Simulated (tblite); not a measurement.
# Frequency calculation, with input and output: Ga11N11H14

System: Ga11N11H14.
Method: GFN2-xTB harmonic vibrations, gas phase (tblite 0.8.0).

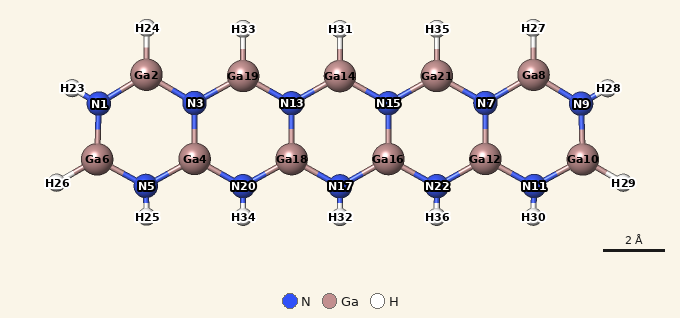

**Figure 1.** The structure as given in the input (ball-and-stick view, seen on its broad side; atoms are numbered from 1 in the order of the input). Sticks mark near contacts. Bond lengths as drawn: Ga–H 1.55 to 1.56 Å, Ga–N 1.84 to 1.85 Å and H–N 1.01 to 1.02 Å.

**Input**
```
{"job": {"kind": "ir", "xc": "GFN2-xTB", "basis": "xTB"}, "charge": 0, "multiplicity": 1}
N      7.983256     0.846610    -0.001897
Ga     6.407930     1.804089    -0.001634
N      4.815331     0.868205    -0.002347
Ga     4.811543    -0.982715    -0.000004
N      6.428986    -1.879367     0.000840
Ga     8.038691    -0.998181     0.000561
N     -4.815067     0.868671    -0.001445
Ga    -6.407756     1.804290    -0.000292
N     -7.982889     0.846701     0.000793
Ga    -8.039246    -0.998258    -0.000112
N     -6.429445    -1.879660    -0.001145
Ga    -4.812508    -0.982394    -0.000534
N      1.602421     0.857569     0.003061
Ga     0.000854     1.759148     0.000640
N     -1.602272     0.859836     0.001522
Ga    -1.601136    -0.987377     0.001000
N     -0.000815    -1.892003     0.000983
Ga     1.600425    -0.989543     0.001995
Ga     3.205312     1.762117    -0.000214
N      3.206071    -1.886929     0.000917
Ga    -3.205716     1.763315    -0.000883
N     -3.206540    -1.885242     0.001251
H      8.863483     1.357920     0.003812
H      6.395455     3.354660    -0.002793
H      6.399411    -2.895525     0.000274
H      9.378376    -1.770961     0.001775
H     -6.397030     3.354803    -0.000166
H     -8.863485     1.357436     0.001197
H     -9.380218    -1.769324    -0.001317
H     -6.399180    -2.895785     0.002886
H      0.002424     3.315402    -0.001864
H     -0.001958    -2.906386     0.000680
H      3.206105     3.319943    -0.000914
H      3.202321    -2.901844     0.002724
H     -3.207262     3.321454    -0.002530
H     -3.202221    -2.900117    -0.002139
```

The first line tells a small driver script what to run in tblite; the rest is the geometry in Å.

Launch command:
```bash
OMP_NUM_THREADS=2 python <driver script> task.json out
```

**The program's output**
```
mode    cm-1     km/mol
  1    -110.6      0.05
  2     -63.1      0.00
  3     -10.0      1.70
  4       9.8      0.00
  5      14.7      0.00
  6      15.4      0.34
  7      17.3      0.00
  8      17.5      0.00
  9      26.1      0.01
 10      35.2      1.57
 11      37.1      0.00
 12      46.6      4.51
 13      50.5      0.03
 14      60.8      3.07
 15      64.8      0.11
 16      65.1      4.11
 17      75.3      0.08
 18      75.6      0.19
 19      76.2      0.00
 20      91.2      0.86
 21      94.5      0.00
 22      99.3      1.73
 23     100.4      0.01
 24     112.1      0.88
 25     118.1      1.80
 26     130.8      0.10
 27     131.6      0.01
 28     133.6      0.55
 29     136.0     75.72
 30     143.0      0.64
 31     153.6    186.10
 32     166.3      6.46
 33     178.9      0.00
 34     191.2      0.05
 35     206.0     11.60
 36     207.2     21.59
 37     210.0      0.09
 38     211.0     12.89
 39     220.3      0.22
 40     235.0      0.01
 41     243.1     69.21
 42     244.4      0.37
 43     251.7     71.59
 44     252.6      8.50
 45     259.7    119.51
 46     268.3      0.05
 47     269.2      0.18
 48     280.5    449.15
 49     288.9      0.40
 50     290.9    175.96
 51     306.8      0.01
 52     307.2      0.00
 53     436.3      5.24
 54     436.3      0.16
 55     459.2      0.37
 56     459.4      3.04
 57     480.2      0.01
 58     486.7     33.82
 59     487.8     36.12
 60     521.1    181.65
 61     523.6    143.93
 62     546.0    403.23
 63     550.7      4.23
 64     557.7      3.33
 65     578.5    590.44
 66     580.2    264.86
 67     625.5    681.12
 68     635.4    131.08
 69     635.6    134.93
 70     637.6     97.35
 71     637.9     28.90
 72     641.1     21.60
 73     642.9     17.85
 74     661.9   1467.98
 75     668.1     30.39
 76     668.9     42.21
 77     671.3    467.35
 78     672.8    116.01
 79     678.6    169.91
 80     680.7     12.36
 81     681.2      0.52
 82     866.4    245.07
 83     873.2     24.43
 84     881.3     59.21
 85     891.3     24.10
 86     901.3     26.61
 87     913.0      1.31
 88     920.4      0.96
 89    1601.8     32.80
 90    1610.9      0.08
 91    1630.7    436.57
 92    1659.9      5.59
 93    1661.3   1365.69
 94    1687.0    739.22
 95    1688.5    432.64
 96    3292.6      2.36
 97    3292.8      0.85
 98    3309.3      2.00
 99    3309.5      3.23
100    3329.8      1.31
101    3330.4      4.11
102    3337.0      3.86
```

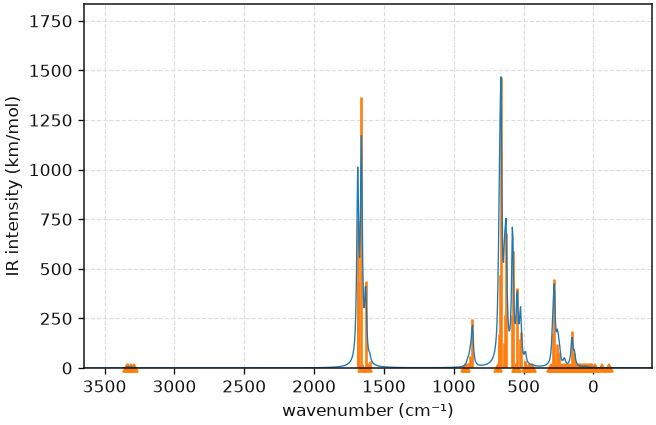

**Figure 2.** Harmonic infrared spectrum, unscaled: sticks (degenerate modes added up, dark ones marked on the axis) with a Lorentzian envelope of 16 cm⁻¹ full width, scaled to the tallest stick; imaginary modes are drawn at negative wavenumbers. 102 modes from 111i to 3337 cm⁻¹, 3 imaginary beyond 8i (111i, 63i, 10i cm⁻¹): not a minimum. The strongest line is at 662 cm⁻¹ (1468 km/mol).

**Key numbers**

- outcome: converged
- total energy: −1430.6342 eV
- zero-point energy: 93.1410 kcal/mol
- hardware: 2 CPU threads, shared host
- wall time: 38 s (CPU time 44 s)
- peak memory: 0.16 GiB
